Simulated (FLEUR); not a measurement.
# NiO: magnetism against the volume, part 2 of 2

Wanted: the trend of the moments of NiO with the volume.

FLEUR MaX-R8.1; LDA (VWN) with U = 6 eV on Ni d; all-electron FLAPW, Dirac cores, scalar-relativistic bands.

So far, largest spin moment in the muffin-tin sphere (μB): step 2 (factor 1, start ferro +) 1.76; step 3 (factor 1, start antiferro q=(0,0,1/2) +-) 1.66.

**4. Factor 1.12, start ferro +**

The farthest finished point is shown in full.

The k list default-1 (kpts.xml, not shown) is a Γ-centred 8×8×8 mesh.

Input file inp.xml:

```
<?xml version="1.0" encoding="UTF-8" standalone="no"?>
<fleurInput fleurInputVersion="0.39">
   <comment>
      NiO
   </comment>
   <calculationSetup>
      <cutoffs Kmax="4.4" Gmax="13.2" GmaxXC="13.2" numbands="0"/>
      <scfLoop itmax="110" minDistance="0.0001" maxIterBroyd="15" imix="Anderson" alpha="0.05" precondParam="0.0" spinf="2.0" sdNocoIR="T"/>
      <coreElectrons ctail="T" frcor="F" kcrel="0" coretail_lmax="0"/>
      <xcFunctional name="vwn" relativisticCorrections="F"/>
      <magnetism jspins="2"/>
      <soc l_soc="F" theta="0.0" phi="0.0" spav="F"/>
      <expertModes spex="0" secvar="F"/>
      <geometryOptimization l_f="F" forcealpha="1.0" forcemix="BFGS" epsdisp="0.00001" epsforce="0.00001"/>
      <ldaU l_linMix="F" mixParam="0.05" spinf="1.0"/>
   </calculationSetup>
   <cell>
      <bzIntegration valenceElectrons="24.0" mode="hist" fermiSmearingEnergy="0.00183747">
         <kPointListSelection listName="default-1"/>
         <xi:include xmlns:xi="http://www.w3.org/2001/XInclude" href="kpts.xml"> </xi:include>
      </bzIntegration>
      <xi:include xmlns:xi="http://www.w3.org/2001/XInclude" href="sym.xml"> </xi:include>
      <bulkLattice scale="1.0">
         <bravaisMatrix>
            <row-1>    0.0000000000000000     4.0935368140173605     4.0935368140173605</row-1>
            <row-2>    4.0935368140173605     0.0000000000000000     4.0935368140173605</row-2>
            <row-3>    4.0935368140173605     4.0935368140173605     0.0000000000000000</row-3>
         </bravaisMatrix>
      </bulkLattice>
   </cell>
   <atomSpecies>
      <species name="Nickel (Ni2.000" element="Ni" atomicNumber="28">
         <mtSphere radius="2.35" gridPoints="777" logIncrement="0.016"/>
         <atomicCutoffs lmax="8" lnonsphr="6"/>
         <electronConfig flipSpins="F">
            <coreConfig>(1s1/2) (2s1/2) (2p1/2) (2p3/2)</coreConfig>
            <valenceConfig>(3s1/2) (3p1/2) (3p3/2) (4s1/2) (3d3/2) (3d5/2)</valenceConfig>
            <stateOccupation state="(3d3/2)" spinUp="2.0" spinDown="1.2"/>
            <stateOccupation state="(3d5/2)" spinUp="3.0" spinDown="1.8"/>
         </electronConfig>
         <energyParameters s="4" p="4" d="3" f="4"/>
         <ldaU l="2" U="6.0" J="0.0" l_amf="F"/>
         <lo type="SCLO" l="0" n="3" eDeriv="0"/>
         <lo type="SCLO" l="1" n="3" eDeriv="0"/>
      </species>
      <species name="Oxygen (O)" element="O" atomicNumber="8">
         <mtSphere radius="1.33" gridPoints="441" logIncrement="0.024"/>
         <atomicCutoffs lmax="6" lnonsphr="4"/>
         <electronConfig flipSpins="F">
            <coreConfig>(1s1/2)</coreConfig>
            <valenceConfig>(2s1/2) (2p1/2) (2p3/2)</valenceConfig>
            <stateOccupation state="(2p1/2)" spinUp="0.666667" spinDown="0.666667"/>
            <stateOccupation state="(2p3/2)" spinUp="1.333333" spinDown="1.333333"/>
         </electronConfig>
         <energyParameters s="2" p="2" d="3" f="4"/>
      </species>
   </atomSpecies>
   <atomGroups>
      <atomGroup species="Nickel (Ni2.000">
         <relPos label="                   1">.0000000000 .0000000000 .0000000000</relPos>
         <force calculate="T" relaxXYZ="TTT"/>
      </atomGroup>
      <atomGroup species="Oxygen (O)">
         <relPos label="                   2">1.000/2.000 1.000/2.000 1.000/2.000</relPos>
         <force calculate="T" relaxXYZ="TTT"/>
      </atomGroup>
   </atomGroups>
   <output dos="F" band="F" slice="F">
      <bandDOS minEnergy="-.5*Htr" maxEnergy="0.5*Htr" sigma="0.015" storeEVData="T"/>
      <plotting iplot="0" polar="F">
         <plot TwoD="T" vec1="  1.0  0.0  0.0" vec2="  0.0  1.0  0.0" vec3="  0.0  0.0  1.0" zero="  0.0  0.0  0.0" file="plot"/>
      </plotting>
      <moessbauerParams electricFieldGradient="F" isomerShift="F" coreHyperfine="F" valenceHyperfine="F"/>
   </output>
</fleurInput>
```

Input file crystal.txt:

```
NiO
&input film=F cartesian=F /
0.00000000000  2.16620639400  2.16620639400
2.16620639400  0.00000000000  2.16620639400
2.16620639400  2.16620639400  0.00000000000
1.8897261246
1.0 1.0 1.0

2
28 0.00000000000  0.00000000000  0.00000000000 : 2.000
8 0.50000000000  0.50000000000  0.50000000000

&kpt div1=8 div2=8 div3=8 gamma=T /
```

The run is started by

```
> OMP_NUM_THREADS=1 inpgen -f crystal.txt > inpgen.log  # inp.xml is then edited as shown
> OMP_NUM_THREADS=1 mpirun -n 8 fleur_MPI > fleur.log
```

The log of the run:

```text
[banner, memory and clock lines left out]
Welcome to FLEUR        (www.flapw.de)
      MaX-Release 8.1          (www.max-centre.eu)

 ========== k-point set info ==========
 Selected k-point list: default-1
 k-point list type: mesh
 0 x 0 x 0
 Number of k points: 32

 [... set-up left out ...]
 no density matrix found ... skipping LDA+U
 Reset of history
 Iteration:     1   Distance:      25.30363876 me/bohr^3
 Iteration:     2   Distance:      36.19334482 me/bohr^3
 Iteration:     3   Distance:      33.86781725 me/bohr^3
 Iteration:     4   Distance:      18.45631684 me/bohr^3
[...]
[... left out ...]
            <freeEnergy value="-1593.0935398376"/>
            <extrapolationTo0K value="-1593.0935398376"/>
         </totalEnergy>
         [... left out ...]
         <ldaUDensityMatrixConvergence>
            <distance spin="1" distance="0.000000"/>
            <distance spin="2" distance="0.000000"/>
         </ldaUDensityMatrixConvergence>
         <densityConvergence units="me/bohr^3">
            <chargeDensity spin="1" distance="0.0000635885"/>
            <chargeDensity spin="2" distance="0.0000271772"/>
            <overallChargeDensity distance="0.0000520087"/>
            <spinDensity distance="0.0000828208"/>
         </densityConvergence>
      </iteration>
```

Elapsed: 8.6 s, on 8 MPI ranks of Arm Neoverse N1, shared host; peak memory 0.34 GiB.

Spin moment in the muffin-tin sphere by atom:

| atom | spin moment in the muffin-tin sphere (μB) |
| --- | --- |
| Ni1 | 1.78 |
| O2 | 0.18 |

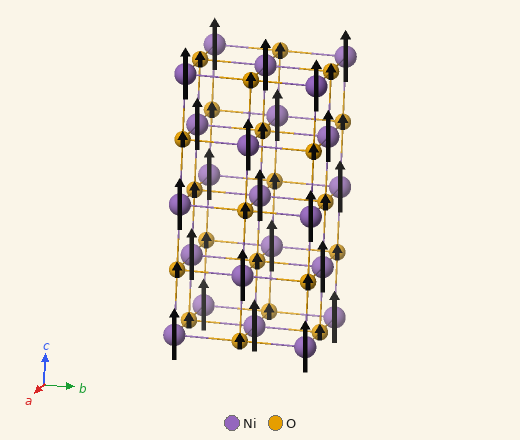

Spin moment in the muffin-tin sphere as arrows, the longest 1.78 μB. Up and down stand for the sign. Arrows give size and sign along the axis of quantisation, drawn up and down the page. Each arrow also spans its atom, so small moments look longer than they are. 1×1×2 conventional cells are drawn. Some periodic images of atoms are drawn too.

This step gave:

| Property | Result |
| --- | --- |
| free energy | -43350.2836 eV |
| program's band gap on this mesh (in a metal only a level spacing) | 1.834 eV |
| magnetization | 2 μB |
| final state | ferromagnetic |

After 18 cycles the largest moment stands at 1.78 μB.

**5. Factor 1.12, start antiferro q=(0,0,1/2) +-**

The k list default-1 (kpts.xml, not shown) is a Γ-centred 8×8×4 mesh.

Edit inp.xml of step 4 so:

```diff
@@ -17,3 +17,3 @@
    <cell>
-      <bzIntegration valenceElectrons="24.0" mode="hist" fermiSmearingEnergy="0.00183747">
+      <bzIntegration valenceElectrons="48.0" mode="hist" fermiSmearingEnergy="0.00183747">
          <kPointListSelection listName="default-1"/>
@@ -26,3 +26,3 @@
             <row-2>    4.0935368140173605     0.0000000000000000     4.0935368140173605</row-2>
-            <row-3>    4.0935368140173605     4.0935368140173605     0.0000000000000000</row-3>
+            <row-3>    8.1870736280347209     8.1870736280347209     0.0000000000000000</row-3>
          </bravaisMatrix>
@@ -39,2 +39,16 @@
             <stateOccupation state="(3d5/2)" spinUp="3.0" spinDown="1.8"/>
+         </electronConfig>
+         <energyParameters s="4" p="4" d="3" f="4"/>
+         <ldaU l="2" U="6.0" J="0.0" l_amf="F"/>
+         <lo type="SCLO" l="0" n="3" eDeriv="0"/>
+         <lo type="SCLO" l="1" n="3" eDeriv="0"/>
+      </species>
+      <species name="Nickel (Ni-2.000" element="Ni" atomicNumber="28">
+         <mtSphere radius="2.35" gridPoints="777" logIncrement="0.016"/>
+         <atomicCutoffs lmax="8" lnonsphr="6"/>
+         <electronConfig flipSpins="F">
+            <coreConfig>(1s1/2) (2s1/2) (2p1/2) (2p3/2)</coreConfig>
+            <valenceConfig>(3s1/2) (3p1/2) (3p3/2) (4s1/2) (3d3/2) (3d5/2)</valenceConfig>
+            <stateOccupation state="(3d3/2)" spinUp="1.2" spinDown="2.0"/>
+            <stateOccupation state="(3d5/2)" spinUp="1.8" spinDown="3.0"/>
          </electronConfig>
@@ -62,4 +76,9 @@
       </atomGroup>
+      <atomGroup species="Nickel (Ni-2.000">
+         <relPos label="                   2">.0000000000 .0000000000 1.000/2.000</relPos>
+         <force calculate="T" relaxXYZ="TTT"/>
+      </atomGroup>
       <atomGroup species="Oxygen (O)">
-         <relPos label="                   2">1.000/2.000 1.000/2.000 1.000/2.000</relPos>
+         <relPos label="                   3">1.000/2.000 1.000/2.000 1.000/4.000</relPos>
+         <relPos label="                   4">1.000/2.000 1.000/2.000 -1.000/4.000</relPos>
          <force calculate="T" relaxXYZ="TTT"/>
```

Input file crystal.txt:

```
NiO
&input film=F cartesian=F /
0.00000000000  2.16620639400  2.16620639400
2.16620639400  0.00000000000  2.16620639400
4.33241278800  4.33241278800  0.00000000000
1.8897261246
1.0 1.0 1.0

4
28 0.00000000000  0.00000000000  0.00000000000 : 2.000
28 0.00000000000  0.00000000000  0.50000000000 : -2.000
8 0.50000000000  0.50000000000  0.25000000000
8 0.50000000000  0.50000000000  0.75000000000

&kpt div1=8 div2=8 div3=4 gamma=T /
```

The log of the run:

```text
[banner, memory and clock lines left out]
Welcome to FLEUR        (www.flapw.de)
      MaX-Release 8.1          (www.max-centre.eu)

 ========== k-point set info ==========
 Selected k-point list: default-1
 k-point list type: mesh
 0 x 0 x 0
 Number of k points: 80

 [... set-up left out ...]
 no density matrix found ... skipping LDA+U
 Reset of history
 Iteration:     1   Distance:      32.74864441 me/bohr^3
 Iteration:     2   Distance:      36.21397907 me/bohr^3
 Iteration:     3   Distance:      33.67981582 me/bohr^3
 Iteration:     4   Distance:      18.13966844 me/bohr^3
[...]
[... left out ...]
            <freeEnergy value="-3186.1929172359"/>
            <extrapolationTo0K value="-3186.1929172359"/>
         </totalEnergy>
         [... left out ...]
         <ldaUDensityMatrixConvergence>
            <distance spin="1" distance="0.000001"/>
            <distance spin="2" distance="0.000001"/>
         </ldaUDensityMatrixConvergence>
         <densityConvergence units="me/bohr^3">
            <chargeDensity spin="1" distance="0.0000173945"/>
            <chargeDensity spin="2" distance="0.0000173750"/>
            <overallChargeDensity distance="0.0000200832"/>
            <spinDensity distance="0.0000283829"/>
         </densityConvergence>
      </iteration>
```

Wall time 69 s (8 MPI ranks); peak memory 0.54 GiB.

Read from the output:

```yaml
free_energy: -86700.7261 eV
program_s_band_gap_on_this_mesh_in_a_metal_only_a_level_spacing: 2.455 eV
magnetization: 0 μB
final_state: antiferromagnetic
largest_moment: 1.703 μB
```

After 23 cycles the largest moment stands at 1.70 μB.

**6. All points**

In all 18 runs were made at the factors 0.88, 0.91, 0.94, 0.97, 1, 1.03, 1.06, 1.09 and 1.12, of which 18 converged. The tables hold the factors at which the parallel start converged, and CPU times count converged runs alone. Differences are of free energies.

Final states:

| volume factor | ferro + | antiferro q=(0,0,1/2) +- | CPU time (s) |
| --- | --- | --- | --- |
| 0.88 | ferromagnetic | antiferromagnetic | 427.3 |
| 0.91 | ferromagnetic | antiferromagnetic | 432.8 |
| 0.94 | ferromagnetic | antiferromagnetic | 433.2 |
| 0.97 | ferromagnetic | antiferromagnetic | 452.5 |
| 1 | ferromagnetic | antiferromagnetic | 468.1 |
| 1.03 | ferromagnetic | antiferromagnetic | 691 |
| 1.06 | ferromagnetic | antiferromagnetic | 535.4 |
| 1.09 | ferromagnetic | antiferromagnetic | 558.4 |
| 1.12 | ferromagnetic | antiferromagnetic | 600 |

Table of energy over the lowest point, ferro + by volume factor:

| volume factor | energy over the lowest point, ferro + (meV a primitive cell) |
| --- | --- |
| 0.8800 | 71.7 |
| 0.9100 | 18.2 |
| 0.9400 | 0 |
| 0.9700 | 5.42 |
| 1.0000 | 36.3 |
| 1.0300 | 77.1 |
| 1.0600 | 148 |
| 1.0900 | 227 |
| 1.1200 | 302 |

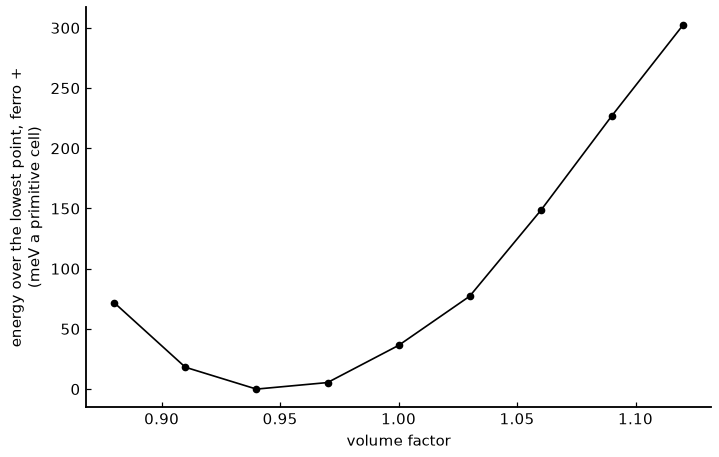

Energy over the lowest point, ferro +, plotted against volume factor.

The largest sphere moment by volume factor:

| volume factor | ferro + (μB) | antiferro q=(0,0,1/2) +- (μB) |
| --- | --- | --- |
| 0.8800 | 1.73 | 1.60 |
| 0.9100 | 1.74 | 1.62 |
| 0.9400 | 1.74 | 1.63 |
| 0.9700 | 1.75 | 1.65 |
| 1.0000 | 1.76 | 1.66 |
| 1.0300 | 1.76 | 1.67 |
| 1.0600 | 1.77 | 1.68 |
| 1.0900 | 1.77 | 1.69 |
| 1.1200 | 1.78 | 1.70 |

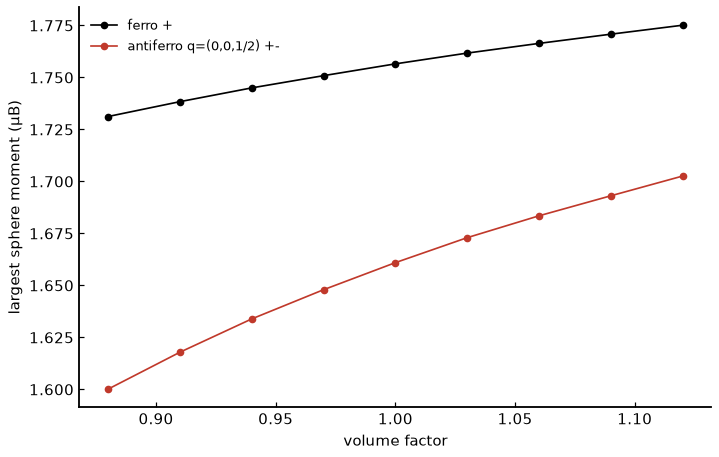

Largest sphere moment, plotted against volume factor.

The net moment, ferro + stays at 2 μB a primitive cell for volume factor from 0.88 to 1.12.

Table of energy less that of the parallel start, antiferro q=(0,0,1/2) +- by volume factor:

| volume factor | energy less that of the parallel start, antiferro q=(0,0,1/2) +- (meV a seeded atom) |
| --- | --- |
| 0.8800 | -164 |
| 0.9100 | -148 |
| 0.9400 | -134 |
| 0.9700 | -123 |
| 1.0000 | -112 |
| 1.0300 | -102 |
| 1.0600 | -94.0 |
| 1.0900 | -86.9 |
| 1.1200 | -79.4 |

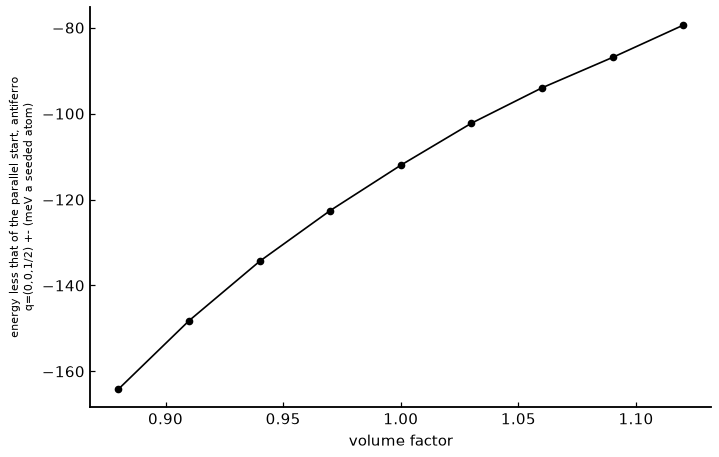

Energy less that of the parallel start, antiferro q=(0,0,1/2) +-, plotted against volume factor.

**7. Results**

```json
{
  "largest moment, parallel start": "1.73 μB at 0.88, 1.78 μB at 1.12",
  "net moment, parallel start": "2 to 2 μB a primitive cell",
  "start antiferro q=(0,0,1/2) +- less the parallel start": "-164.1 meV at 0.88, -79.4 meV at 1.12, a seeded atom"
}
```

What this shows: The largest moment of the parallel start goes from 1.73 μB at 0.88 to 1.78 μB at 1.12. Its energy is least at 0.94 of the points run. The start antiferro q=(0,0,1/2) +- lies under the parallel start at every point where both finished. The opposed order is one of several, taken for its small cell; another can lie lower, so the scan does not name the ground state. Atoms were not relaxed at any point.

[Logs and program files are shortened in this print: banners, set-up blocks, solver, clock and traceback lines can be left out without a mark of their own.]

[Logs are printed without paths, hosts, clocks, repeated set-up lines and the standing remarks that a program may print on its own settings, such as how far it seeks lower states.]

[Hosts, paths, dates, database ids (printed as entryN), source tags and the programs' standing remarks are cut or masked in the printed files.]

[Where a cell is said to come from a database of computed structures, the database is the Materials Project.]
